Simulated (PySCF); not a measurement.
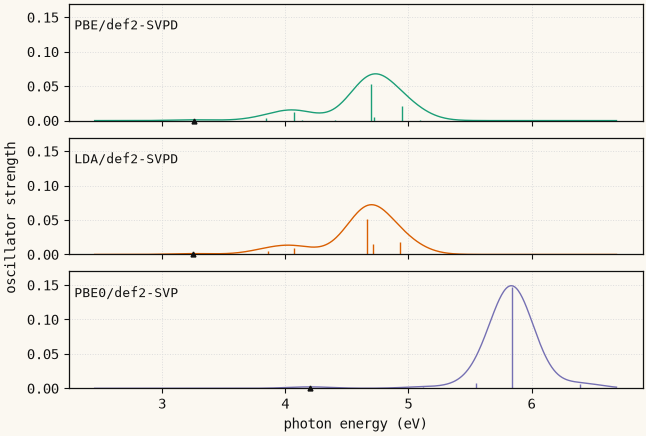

Vertical TDDFT spectra of C₂H₃BN₂Se, SMILES N#C[BH2-][N+]#C[SeH] at one geometry and several levels (PySCF, at a PBE0-D3(BJ)/def2-SVP geometry (no frequency check)); sticks with Gaussians of 1/e half-width 0.25 eV, the triangle marks S1, which has the same leading orbital pair at all these levels. Only the lowest states were computed, so the high end is incomplete.

**Order the levels by their S1 energy.**

From lowest to highest: LDA/def2-SVPD 3.25 eV, PBE/def2-SVPD 3.26 eV, PBE0/def2-SVP 4.20 eV; a spread of 0.95 eV.

Caveats, for all or some of the runs: core orbitals are frozen in the response; def2-SVP has no diffuse functions, so states with Rydberg character are missing or too high; spin-orbit coupling is left out, and with Se it can shift these levels and split any degenerate set.
